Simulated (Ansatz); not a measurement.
# Potassium, simple cubic: r²SCAN0 after r²SCAN

How do the levels change when part of the exchange is made exact, and what does it cost? Spin polarisation is left out. The cell comes from an earlier r²SCAN relaxation. Exact exchange is dear, so the k-mesh is coarse, and r²SCAN is run on the same mesh for comparison.

Program: Ansatz 0.2.0. Level of theory: DFT, plane waves (500 eV) with PBE-made PAW files, scalar-relativistic; functionals as named at each step. These are calculated values, not measurements.

## 1. The system as given

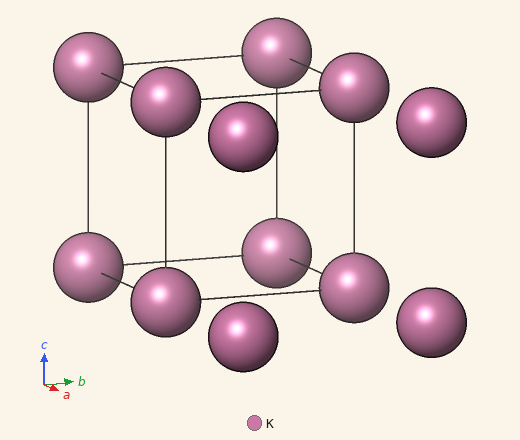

The structure, seen slightly off an axis (potassium pink). 2×1×1 cells are drawn. Any atoms on the faces are drawn again on the opposite ones.

As a file:

```cif
data_structure
_symmetry_space_group_name_H-M 'P 1'
_symmetry_Int_Tables_number 1
_cell_length_a 4.2987
_cell_length_b 4.2987
_cell_length_c 4.2987
_cell_angle_alpha 90.000
_cell_angle_beta 90.000
_cell_angle_gamma 90.000
_cell_volume 79.43
loop_
_atom_site_label
_atom_site_type_symbol
_atom_site_fract_x
_atom_site_fract_y
_atom_site_fract_z
_atom_site_occupancy
K1 K 0.00000 0.00000 0.00000 1
```

## 2. r²SCAN on the coarse mesh

The run with r²SCAN.

Input file input.yaml:

```yaml
crystal:
  lattice:
    - [4.2986542758, 0.0, 0.0]
    - [0.0, 4.2986542758, 0.0]
    - [0.0, 0.0, 4.2986542758]
  atoms:
    - { symbol: K, position: [0.0, 0.0, 0.0] }
hamiltonian:
  xc: r2scan
  pseudopotentials:
    kind: paw
    azcp:
      K: "pseudopotentials/K.paw.azcp"
basis:
  ecutwfc: 500
  fft_grid_basis: typed
kpoints:
  mp_grid: { grid: [4, 4, 4], shift: [0, 0, 0] }
magnetization:
  spin_polarized: false
scf:
  occupations: { method: fermi_dirac, width: 0.1 }
```

Command:

```console
ansatz run input.yaml --threads 4 --pin off --max-ram 8192MiB --backend cpu --events-out ev --progress --plain --runs-dir out
```

The program printed, cut to the lines that bear on the results:

```text
Warning: RAYON_NUM_THREADS=4 ignored (pool sized by the plan → 4); use --threads N
[...]
Pseudopotentials: kind: paw
Pseudopotential: K, paw, valence charge 9, recommended cutoff 500 eV (meta_gga), <dir>
Functional definition: r2SCAN
[...]
Crystal: 1 atoms, lattice volume = 79.432 Å³
Basis set: ecut = 500 eV, 2007 PW (Γ), exchange–correlation on 128×128×128 points (64 copies of the dense FFT grid, shifted against one another)
Bands: 9, of which v1, the nominal top of the filled ones, is band 5 counted from 1 (4 counted from 0)
Symmetry: 48 space group operations
Space group: Pm-3m (ITA 221), of the structure as read, at distance tolerance 4.3e-5 Å
k-points: 10 of 64
[...]
SCF iter   1: F=—  HF=-1542.388631 eV  |F-HF|=—  |Δ(HF+E_count)|=         —  Δρ=2.32e-3  dr2=3.34e-3  dr2_τ=1.28e-4  ethr=1.77e-3  ⟨swp⟩=4.8  Hψ=648  notcnv=0
[...]
SCF iter   6: F=-1542.389011 eV  HF=-1542.389011 eV  |F-HF|=2.09e-10  |Δ(HF+E_count)|=   1.32e-9  Δρ=4.64e-7  dr2=1.99e-10  dr2_τ=2.23e-11  ethr=8.63e-11  ⟨swp⟩=1.0  Hψ=260  notcnv=0
[...]
SCF converged after 6 iterations
Free energy (F): -1542.389011 eV
[...]
E sigma→0 (E₀):  -1542.377825 eV
Entropy (-TS):   -0.022373 eV (-22.373 meV/atom)
Fermi energy:    1.718783 eV
[...]
```

Run time: 0.57 s. Hardware: 4 threads of Arm Neoverse V1, shared host; peak memory 0.36 GiB.

## 3. r²SCAN0 on the coarse mesh

The run with r²SCAN0.

input.yaml: that of step 2 with these lines changed.

```diff
@@ -8,3 +8,3 @@
 hamiltonian:
-  xc: r2scan
+  xc: r2scan0
   pseudopotentials:
```

Command:

```console
ansatz run input.yaml --threads 4 --pin off --max-ram 8192MiB --backend cpu --events-out ev --progress --plain --runs-dir out
```

The program printed, cut to the lines that bear on the results:

```text
Warning: RAYON_NUM_THREADS=4 ignored (pool sized by the plan → 4); use --threads N
[...]
Pseudopotentials: kind: paw
Pseudopotential: K, paw, valence charge 9, recommended cutoff 500 eV (meta_gga), <dir>
Functional definition: r2SCAN0
[...]
Crystal: 1 atoms, lattice volume = 79.432 Å³
Basis set: ecut = 500 eV, 2007 PW (Γ), exchange–correlation on 128×128×128 points (64 copies of the dense FFT grid, shifted against one another)
Bands: 9, of which v1, the nominal top of the filled ones, is band 5 counted from 1 (4 counted from 0)
Symmetry: 48 space group operations
Space group: Pm-3m (ITA 221), of the structure as read, at distance tolerance 4.3e-5 Å
k-points: 10 of 64
[...]
SCF iter   1: F=—  HF=-1542.388664 eV  |F-HF|=—  |Δ(HF+E_count)|=         —  Δρ=2.36e-3  dr2=3.48e-3  dr2_τ=1.29e-4  ethr=1.77e-3  ⟨swp⟩=11.4  Hψ=581  notcnv=0
[...]
Frozen-core exchange: fock
[...]
hybrid SCF converged: 2 outer / 9 inner (+7 warm-up), last move |dexx| = 5.82e-7 eV, tail = 1.61e-7 eV
Stability not checked: this state was not tested for a lower state beside it, because the functional holds exact exchange (a hybrid, or Hartree-Fock), whose exchange loop this test does not read (fock_operator; see scf.lower_state_search)
Free energy (F): -1542.303073 eV
Frozen-core exchange: fock
[...]
E sigma→0 (E₀):  -1542.298499 eV
Entropy (-TS):   -0.009147 eV (-9.147 meV/atom)
Fermi energy:    1.696902 eV
[...]
--- Band table (eV; the first three rows and the last of 10) ---
  k-point 0: bands = ["-35.1947", "-16.7635", "-16.7635", "-16.7635", "-1.4270", "5.5015", "5.5015"]
[...]
  guard bands above this table: 2 of the run's 9 bands. The solve was not asked for them (output.publish_guard_bands: true or output.eigenvalues: true publishes all)
```

It took 11 s on 4 threads of Arm Neoverse V1, shared host; peak memory 1 GiB.

## 4. The functionals compared

```
functional               gap on the mesh  Fermi energy (eV)  SCF cycles  exchange loops  CPU time
    r²SCAN  none (levels filled in part)              1.719           6               -     1.7 s
   r²SCAN0  none (levels filled in part)              1.697          16               2      37 s
```

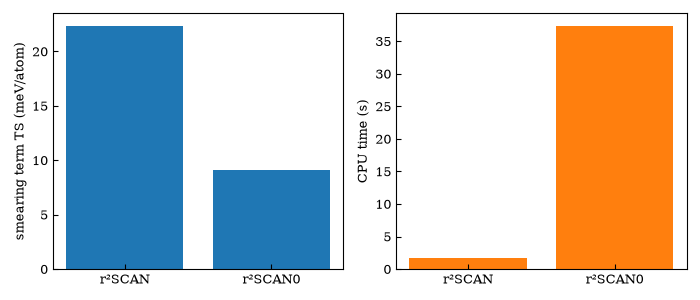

Smearing term and CPU time by functional.

## 5. Results

| quantity | value |
| --- | --- |
| r²SCAN: gap | none (levels filled in part) |
| r²SCAN0: gap | none (levels filled in part) |
| r²SCAN0: SCF cycles, exchange loops | 16, 2 |
| r²SCAN0: CPU time over that of r²SCAN | 22 |
| r²SCAN0: relative to bcc | +55 meV/atom |

Neither r²SCAN nor r²SCAN0 shows a clean gap on this mesh. r²SCAN0 cost 22 times the CPU time of r²SCAN. The exchange operator of r²SCAN0 was renewed in 2 outer loops. To compare with dense-mesh energies, the change of r²SCAN from this mesh and smearing to its dense run (+7.9 meV/atom, from a run not shown) is added. Under r²SCAN0 it lies 55 meV/atom above bcc (computed apart in the same way); on such meshes a few tens of meV are uncertain for metals. The total energies in the logs cannot be compared from one functional to another.
